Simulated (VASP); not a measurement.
# In2Pt3 with PBEsol: from relaxation to properties, part 4 of 6

Aim: relax In2Pt3, then compute properties on the relaxed cell. The start is a computed cell from the Materials Project.

VASP 6.6.1; PBEsol; plane waves and PAW (In_d, Pt).

Still holding for the runs below: The k-mesh is coarse for a metal.

So far. Step 4 (Single point with fields (PBEsol)): In this run the pressure is 0.00 GPa, small enough to go on. Step 5 (Band structure (PBEsol)): There is no gap at this level.

## (6) Total and projected DOS (PBEsol)

Here the states are counted by energy and projected on the atoms. The mesh is finer than in the run before.

INCAR

```
SYSTEM = In2Pt3
PREC = Accurate
ENCUT = 400
EDIFF = 1E-06
NELM = 100
ISMEAR = -5
SIGMA = 0.2
LREAL = .FALSE.
ALGO = Normal
GGA = PS
NBANDS = 162
LASPH = .TRUE.
LORBIT = 11
LWAVE = .FALSE.
LCHARG = .FALSE.
KPAR = 8
NEDOS = 2001
```

POSCAR

```
In2Pt3
1.0
    5.5731103376      0.0000000000      0.0000000000
   -2.7865551688      4.8264551304      0.0000000000
    0.0000000000      0.0000000000     13.7747212396
In Pt
8 12
Direct
    0.0000000000      0.0000000000      0.2500000000
    0.0000000000      0.0000000000      0.7500000000
    0.3333333300      0.6666666700      0.2500000000
    0.6666666700      0.3333333300      0.7500000000
    0.3333333300      0.6666666700      0.9160549550
    0.3333333300      0.6666666700      0.5839450450
    0.6666666700      0.3333333300      0.0839450450
    0.6666666700      0.3333333300      0.4160549550
    0.1657347159      0.3314694418      0.0895791287
    0.6685305582      0.8342652841      0.0895791287
    0.1657347159      0.8342652841      0.0895791287
    0.6685305582      0.8342652841      0.4104208713
    0.1657347159      0.3314694418      0.4104208713
    0.1657347159      0.8342652841      0.4104208713
    0.8342652841      0.6685305582      0.9104208713
    0.3314694418      0.1657347159      0.9104208713
    0.8342652841      0.1657347159      0.9104208713
    0.3314694418      0.1657347159      0.5895791287
    0.8342652841      0.6685305582      0.5895791287
    0.8342652841      0.1657347159      0.5895791287
```

KPOINTS

```
Automatic mesh
0
Gamma
6 6 2
0 0 0
```

PAW data sets: In_d and Pt (PBE family, release 64).

The run is started by

```bash
$ mpirun -np 8 vasp_std
```

What it wrote:

```text
[banner, memory and clock lines left out]
running    8 mpi-ranks, on    1 nodes
 distrk:  each k-point on    1 cores,    8 groups
 distr:  one band on    1 cores,    1 groups

 POSCAR found type information on POSCAR InPt
 POSCAR found :  2 types and      20 ions
|                                                                             |
|           W    W    AA    RRRRR   N    N  II  N    N   GGGG   !!!           |
|           W    W   A  A   R    R  NN   N  II  NN   N  G    G  !!!           |
|           W    W  A    A  R    R  N N  N  II  N N  N  G       !!!           |
|           W WW W  AAAAAA  RRRRR   N  N N  II  N  N N  G  GGG   !            |
|           WW  WW  A    A  R   R   N   NN  II  N   NN  G    G                |
|           W    W  A    A  R    R  N    N  II  N    N   GGGG   !!!           |
|                                                                             |
|     For optimal performance we recommend to set                             |
|       NCORE = 2 up to number-of-cores-per-socket                            |
|     NCORE specifies how many cores store one orbital (NPAR=cpu/NCORE).      |
|     This setting can greatly improve the performance of VASP for DFT.       |
|     The default, NCORE=1 might be grossly inefficient on modern             |
|     multi-core architectures or massively parallel machines. Do your        |
|     Unfortunately you need to use the default for GW and RPA                |
|     calculations (for HF NCORE is supported but not extensively tested      |
|     yet).                                                                   |
|                                                                             |

 [... a notice as in an earlier step ...]

 [... a notice as in an earlier step ...]

 LDA part: xc-table for (Slater+PW92), standard interpolation
 POSCAR, INCAR and KPOINTS ok, starting setup
 FFT: planning ... GRIDC
 FFT: planning ... GRID_SOFT
 FFT: planning ... GRID
 WAVECAR not read
 entering main loop
       N       E                     dE             d eps       ncg     rms          rms(c)
DAV:   1     0.248108553515E+04    0.24811E+04   -0.76913E+04  4544   0.152E+03
DAV:   2     0.328692356261E+03   -0.21524E+04   -0.19833E+04  4624   0.436E+02
DAV:   3    -0.903676112011E+02   -0.41906E+03   -0.36691E+03  4608   0.180E+02
DAV:   4    -0.121190965050E+03   -0.30823E+02   -0.29659E+02  5440   0.567E+01
DAV:   5    -0.122254495998E+03   -0.10635E+01   -0.10603E+01  6016   0.943E+00    0.348E+01
DAV:   6    -0.118029420239E+03    0.42251E+01   -0.93996E+00  4984   0.107E+01    0.163E+01
DAV:   7    -0.117215002372E+03    0.81442E+00   -0.11814E+00  6336   0.842E+00    0.602E+00
DAV:   8    -0.117105042691E+03    0.10996E+00   -0.54316E-01  5600   0.333E+00    0.141E+00
DAV:   9    -0.117099053096E+03    0.59896E-02   -0.62152E-02  6464   0.122E+00    0.660E-01
DAV:  10    -0.117098556093E+03    0.49700E-03   -0.74729E-03  5960   0.345E-01    0.237E-01
DAV:  11    -0.117098603977E+03   -0.47884E-04   -0.93477E-04  5576   0.152E-01    0.656E-02
DAV:  12    -0.117098642668E+03   -0.38691E-04   -0.98346E-05  6488   0.685E-02    0.253E-02
DAV:  13    -0.117098646281E+03   -0.36130E-05   -0.19866E-05  6216   0.173E-02    0.138E-02
DAV:  14    -0.117098648414E+03   -0.21323E-05   -0.33154E-06  4224   0.693E-03    0.311E-03
DAV:  15    -0.117098648610E+03   -0.19602E-06   -0.39756E-07  3184   0.340E-03
   1 F= -.11709865E+03 E0= -.11709865E+03  d E =0.000000E+00
|                                                                             |
|           W    W    AA    RRRRR   N    N  II  N    N   GGGG   !!!           |
|           W    W   A  A   R    R  NN   N  II  NN   N  G    G  !!!           |
|           W    W  A    A  R    R  N N  N  II  N N  N  G       !!!           |
|           W WW W  AAAAAA  RRRRR   N  N N  II  N  N N  G  GGG   !            |
|           WW  WW  A    A  R   R   N   NN  II  N   NN  G    G                |
|           W    W  A    A  R    R  N    N  II  N    N   GGGG   !!!           |
|                                                                             |
|     Tetrahedron method does not include variations of the Fermi             |
|     occupations, so forces and stress will be inaccurate. We suggest        |
|     using a different smearing scheme ISMEAR = 1 or 2 for metals in         |
|     relaxations.                                                            |
|                                                                             |
```

The job ended after 96 s (8 MPI ranks of AMD EPYC 9R45, shared host; peak memory 4.6 GiB).

From OUTCAR (step 6):

```text
   k-points           NKPTS =     14   k-points in BZ     NKDIM =     14   number of bands    NBANDS=    162

   NELECT =     224.0000    total number of electrons

 E-fermi :   9.4257

 k-point     1 :       0.0000    0.0000    0.0000
  band No.  band energies     occupation
    ...
    108       9.0285      2.00000
    109       9.0285      2.00000
    110       9.3422      2.00000
    111       9.3422      1.86120
    112       9.5788      1.13998
    113       9.6931      0.00000
    114       9.6938      0.00000
    115       9.7763      0.00000
    116       9.7771      0.00000
    117      10.3870      0.00000
    ...

  Total        1.1031354      1.1031354     -1.2204161      0.0000000     -0.0000000     -0.0000000
  in kB        4.7701350      4.7701350     -5.2772757      0.0000000     -0.0000000     -0.0000000
  external PRESSURE =       1.4209981 kB  Pullay stress =       0.0000000 kB

 POSITION                                       TOTAL-FORCE (eV/Angst)
 -----------------------------------------------------------------------------------
      0.00000      0.00000      3.44368        -0.000000      0.000000     -0.000000
      0.00000      0.00000     10.33104         0.000000      0.000000     -0.000000
     -0.00000      3.21764      3.44368        -0.000000      0.000000     -0.000000
      2.78656      1.60882     10.33104         0.000000      0.000000      0.000000
     -0.00000      3.21764     12.61840         0.000000      0.000000      0.002505
     -0.00000      3.21764      8.04368         0.000000      0.000000     -0.002505
      2.78656      1.60882      1.15632        -0.000000      0.000000     -0.002505
      2.78656      1.60882      5.73104        -0.000000      0.000000      0.002505
     -0.00000      1.59982      1.23393         0.000000      0.038648     -0.064979
      1.40107      4.02654      1.23393        -0.033470     -0.019324     -0.064979
     -1.40107      4.02654      1.23393         0.033470     -0.019324     -0.064979
      1.40107      4.02654      5.65343        -0.033470     -0.019324      0.064979
     -0.00000      1.59982      5.65343         0.000000      0.038648      0.064979
     -1.40107      4.02654      5.65343         0.033470     -0.019324      0.064979
      2.78656      3.22663     12.54079        -0.000000     -0.038648      0.064979
      1.38549      0.79991     12.54079         0.033470      0.019324      0.064979
      4.18762      0.79991     12.54079        -0.033470      0.019324      0.064979
      1.38549      0.79991      8.12129         0.033470      0.019324     -0.064979
      2.78656      3.22663      8.12129        -0.000000     -0.038648     -0.064979
      4.18762      0.79991      8.12129        -0.033470      0.019324     -0.064979
 -----------------------------------------------------------------------------------
    total drift:                               -0.000000      0.000000     -0.000000

  FREE ENERGIE OF THE ION-ELECTRON SYSTEM (eV)
  ---------------------------------------------------
  free  energy   TOTEN  =      -117.0986486097 eV

  energy  without entropy=     -117.0986486097  energy(sigma->0) =     -117.09864861

[... 7 parts as in an earlier step ...]

[... 9 further parts left out ...]
```

With tetrahedra the forces and stress of a metal are not exact derivatives of the energy.

This step gave:

```
irreducible k-points   : 14
free energy (TOTEN)    : -117.0986 eV
Fermi energy           : 9.426 eV
pressure               : 0.1421 GPa
DOS at the Fermi level : 0.6062 states/eV/cell
```

The density of states has structure finer than the step of the table below, so its rows give means over 1 eV, whole bins alone (the curve runs from -12.0 to 1.60 eV). Peaks (eV: height): total -4.9: 34.6, -3.2: 42.9, -1.4: 36.3, -1.2: 34.6; Pt d -3.2: 33.3, -1.8: 27.7, -1.4: 30.9, -1.3: 29.8; Pt p -7.0: 1.24, -3.2: 1.69, -1.2: 1.30, -0.8: 1.78; In p -5.2: 2.02, -4.9: 2.04, -4.6: 1.66, -3.2: 1.82; Pt s -6.1: 2.03, -5.5: 3.01, -5.2: 3.87, -5.0: 2.26.

States under -12.0 eV and over 1.6 eV are left out. The density of states by energy, zero at the Fermi level; means over each step; values in states/eV/cell:

```tsv
energy (eV)	total	Pt d	Pt p	In p	Pt s	In s
-11	0	0	0	0	0	0
-10	0.687	0.00444	0.0107	0.0102	0.276	0.183
-9	2.30	0.0457	0.0890	0.0645	0.835	0.599
-8	3.84	0.266	0.239	0.131	1.04	1.08
-7	7.33	1.86	0.491	0.196	0.856	2.21
-6	7.56	3.26	0.404	0.323	1.02	1.12
-5	22.7	15.1	0.770	1.32	1.66	0.410
-4	23.2	17.5	0.928	1.06	0.461	0.195
-3	27.6	21.1	1.29	1.31	0.328	0.144
-2	23.4	19.2	0.839	0.644	0.336	0.136
-1	22.6	17.6	1.18	0.509	0.476	0.471
0	4.63	2.51	0.563	0.328	0.196	0.227
1	7.11	3.58	0.711	0.846	0.243	0.258
```

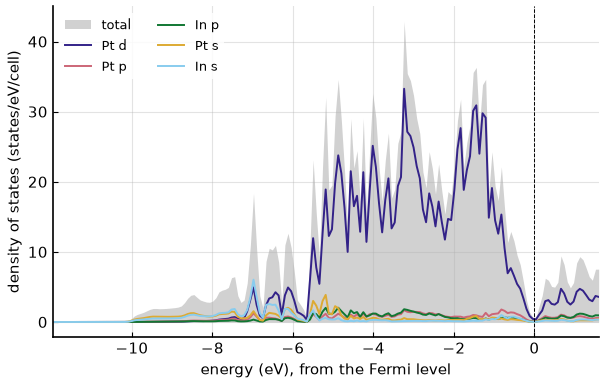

Density of states, plotted against energy.

Force by atom:

```tsv
atom	x (eV/Å)	y (eV/Å)	z (eV/Å)	size
In1	0.0000	0.0000	0.0000	0.0000
In2	0.0000	0.0000	0.0000	0.0000
In3	0.0000	0.0000	0.0000	0.0000
In4	0.0000	0.0000	0.0000	0.0000
In5	0.0000	0.0000	0.0025	0.0025
In6	0.0000	0.0000	-0.0025	0.0025
In7	0.0000	0.0000	-0.0025	0.0025
In8	0.0000	0.0000	0.0025	0.0025
Pt9	0.0000	0.0386	-0.0650	0.0756
Pt10	-0.0335	-0.0193	-0.0650	0.0756
Pt11	0.0335	-0.0193	-0.0650	0.0756
Pt12	-0.0335	-0.0193	0.0650	0.0756
Pt13	0.0000	0.0386	0.0650	0.0756
Pt14	0.0335	-0.0193	0.0650	0.0756
Pt15	0.0000	-0.0386	0.0650	0.0756
Pt16	0.0335	0.0193	0.0650	0.0756
Pt17	-0.0335	0.0193	0.0650	0.0756
Pt18	0.0335	0.0193	-0.0650	0.0756
Pt19	0.0000	-0.0386	-0.0650	0.0756
Pt20	-0.0335	0.0193	-0.0650	0.0756
```

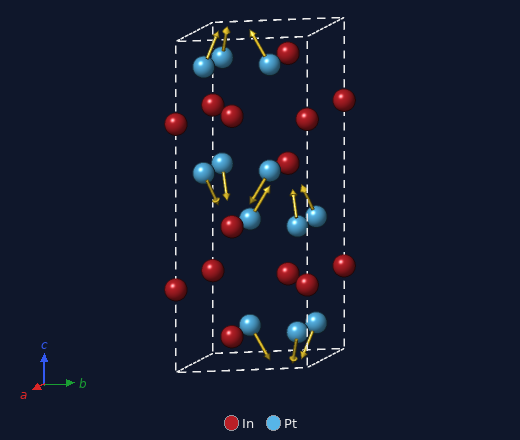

Force as arrows, the longest 0.0756 eV/Å. Some periodic images of atoms are drawn too.

The finer mesh and the other smearing move the Fermi level by -0.01 eV from the 4×4×2 run, a small shift, which tests the Fermi level alone. Of the states within 0.3 eV of the Fermi level, the largest shares in the PAW spheres are Pt d 53 %, Pt p 13 % and In p 8 %. The rest lies in smaller channels or between the spheres.

## (7) Volume scan with PBEsol, volume scale 0.94

An equation of state needs energies on both sides of the minimum, all on one mesh and cutoff.

INCAR

```
SYSTEM = In2Pt3
PREC = Accurate
ENCUT = 400
EDIFF = 1E-06
NELM = 100
ISMEAR = 1
SIGMA = 0.2
LREAL = .FALSE.
ALGO = Normal
GGA = PS
NBANDS = 138
LASPH = .TRUE.
LORBIT = 11
LWAVE = .FALSE.
LCHARG = .FALSE.
KPAR = 4
NCORE = 2
ISIF = 2
```

POSCAR: that of step 6 with these lines changed.

```diff
@@ -2,5 +2,5 @@
 1.0
-    5.5731103376      0.0000000000      0.0000000000
-   -2.7865551688      4.8264551304      0.0000000000
-    0.0000000000      0.0000000000     13.7747212396
+    5.4593414691      0.0000000000      0.0000000000
+   -2.7296707345      4.7279284001      0.0000000000
+    0.0000000000      0.0000000000     13.4935255777
 In Pt
```

KPOINTS

```
Automatic mesh
0
Gamma
4 4 2
0 0 0
```

The run is started by

```bash
$ mpirun -np 8 vasp_std
```

What it wrote:

```text
[... set-up lines as in an earlier step ...]
 entering main loop
       N       E                     dE             d eps       ncg     rms          rms(c)
DAV:   1     0.272441026714E+04    0.27244E+04   -0.79735E+04  2208   0.182E+03
DAV:   2     0.399214313956E+03   -0.23252E+04   -0.22216E+04  2248   0.533E+02
DAV:   3    -0.761838602863E+02   -0.47540E+03   -0.42698E+03  2280   0.222E+02
DAV:   4    -0.120358557054E+03   -0.44175E+02   -0.41877E+02  2832   0.713E+01
DAV:   5    -0.121670989798E+03   -0.13124E+01   -0.13049E+01  3176   0.115E+01    0.411E+01
DAV:   6    -0.117358222465E+03    0.43128E+01   -0.10548E+01  2424   0.122E+01    0.195E+01
DAV:   7    -0.116456735745E+03    0.90149E+00   -0.17257E+00  3072   0.979E+00    0.589E+00
DAV:   8    -0.116402699197E+03    0.54037E-01   -0.50424E-01  2840   0.406E+00    0.130E+00
DAV:   9    -0.116396666529E+03    0.60327E-02   -0.52939E-02  3128   0.134E+00    0.921E-01
DAV:  10    -0.116395515615E+03    0.11509E-02   -0.85123E-03  2952   0.449E-01    0.230E-01
DAV:  11    -0.116395638089E+03   -0.12247E-03   -0.10526E-03  2552   0.200E-01    0.687E-02
DAV:  12    -0.116395657081E+03   -0.18992E-04   -0.10319E-04  3096   0.851E-02    0.302E-02
DAV:  13    -0.116395657844E+03   -0.76351E-06   -0.20366E-05  2920   0.229E-02    0.117E-02
DAV:  14    -0.116395658460E+03   -0.61541E-06   -0.23753E-06  1832   0.112E-02
   1 F= -.11639566E+03 E0= -.11639752E+03  d E =0.557967E-02
```

Elapsed: 37 s, on 8 MPI ranks; peak memory 2.3 GiB.

OUTCAR, selected parts (step 7):

```text
   ENCUT  =  400.0 eV  29.40 Ry    5.42 a.u.   8.90  8.90 22.00*2*pi/ulx,y,z

   NELECT =     224.0000    total number of electrons

 E-fermi :  10.4481

 k-point     1 :       0.0000    0.0000    0.0000
  band No.  band energies     occupation
    ...
    107       9.6708      2.00000
    108       9.8647      2.00030
    109       9.8647      2.00030
    110      10.2753      2.00927
    111      10.2753      2.00927
    112      10.5120      0.48853
    113      10.7430     -0.05751
    114      10.7438     -0.05717
    115      10.8366     -0.01915
    116      10.8377     -0.01883
    ...

  Total       28.3817308     28.3817308     25.0731316      0.0000000      0.0000000     -0.0000000
  in kB      130.5608210    130.5608210    115.3406983      0.0000000      0.0000000     -0.0000000
  external PRESSURE =     125.4874467 kB  Pullay stress =       0.0000000 kB

 POSITION                                       TOTAL-FORCE (eV/Angst)
 -----------------------------------------------------------------------------------
      0.00000      0.00000      3.37338         0.000000     -0.000000     -0.000000
      0.00000      0.00000     10.12014        -0.000000     -0.000000     -0.000000
     -0.00000      3.15195      3.37338        -0.000000     -0.000000     -0.000000
      2.72967      1.57598     10.12014         0.000000     -0.000000     -0.000000
     -0.00000      3.15195     12.36081         0.000000     -0.000000     -0.424923
     -0.00000      3.15195      7.87948         0.000000     -0.000000      0.424923
      2.72967      1.57598      1.13271        -0.000000     -0.000000      0.424923
      2.72967      1.57598      5.61405        -0.000000     -0.000000     -0.424923
     -0.00000      1.56716      1.20874         0.000000      0.040224     -0.034906
      1.37247      3.94435      1.20874        -0.034835     -0.020112     -0.034906
     -1.37247      3.94435      1.20874         0.034835     -0.020112     -0.034906
      1.37247      3.94435      5.53802        -0.034835     -0.020112      0.034906
     -0.00000      1.56716      5.53802         0.000000      0.040224      0.034906
     -1.37247      3.94435      5.53802         0.034835     -0.020112      0.034906
      2.72967      3.16076     12.28479        -0.000000     -0.040224      0.034906
      1.35720      0.78358     12.28479         0.034835      0.020112      0.034906
      4.10214      0.78358     12.28479        -0.034835      0.020112      0.034906
      1.35720      0.78358      7.95550         0.034835      0.020112     -0.034906
      2.72967      3.16076      7.95550        -0.000000     -0.040224     -0.034906
      4.10214      0.78358      7.95550        -0.034835      0.020112     -0.034906
 -----------------------------------------------------------------------------------
    total drift:                               -0.000000      0.000000     -0.000000

  FREE ENERGIE OF THE ION-ELECTRON SYSTEM (eV)
  ---------------------------------------------------
  free  energy   TOTEN  =      -116.3956584596 eV

  energy  without entropy=     -116.4012381317  energy(sigma->0) =     -116.39751835

[... 5 parts as in an earlier step ...]

[... 11 further parts left out ...]
```

The scan keeps the cell's shape and the fractional positions fixed.

Numbers from this step:

- SCF cycles: 14
- bands: 138
- irreducible k-points: 8
- free energy (TOTEN): -116.3957 eV
- energy at zero smearing: -116.3975 eV
- Fermi energy: 10.45 eV
- pressure: 12.55 GPa

Force by atom:

```tsv
atom	x (eV/Å)	y (eV/Å)	z (eV/Å)	size
In1	0.000	0.000	0.000	0.000
In2	0.000	0.000	0.000	0.000
In3	0.000	0.000	0.000	0.000
In4	0.000	0.000	0.000	0.000
In5	0.000	0.000	-0.425	0.425
In6	0.000	0.000	0.425	0.425
In7	0.000	0.000	0.425	0.425
In8	0.000	0.000	-0.425	0.425
Pt9	0.000	0.040	-0.035	0.053
Pt10	-0.035	-0.020	-0.035	0.053
Pt11	0.035	-0.020	-0.035	0.053
Pt12	-0.035	-0.020	0.035	0.053
Pt13	0.000	0.040	0.035	0.053
Pt14	0.035	-0.020	0.035	0.053
Pt15	0.000	-0.040	0.035	0.053
Pt16	0.035	0.020	0.035	0.053
Pt17	-0.035	0.020	0.035	0.053
Pt18	0.035	0.020	-0.035	0.053
Pt19	0.000	-0.040	-0.035	0.053
Pt20	-0.035	0.020	-0.035	0.053
```

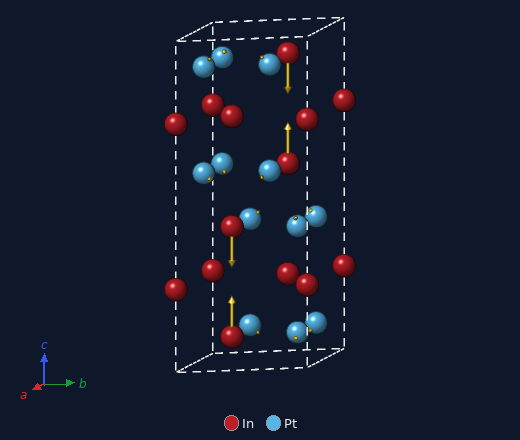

Force as arrows, the longest 0.425 eV/Å. Some periodic images of atoms are drawn too.

The pressure here is 12.55 GPa.

[end of part 4 of 6]

[Lines on the potential files, build, host, timing and source positions are cut from VASP's logs without a mark.]

[Logs are printed without paths, hosts, clocks, repeated set-up lines and the standing remarks that a program may print on its own settings, such as how far it seeks lower states.]

[Hosts, paths, dates, database ids (printed as entryN), source tags and the programs' standing remarks are cut or masked in the printed files.]

[A measured line is paired with the nearest computed mode of its activity, which favours agreement.]
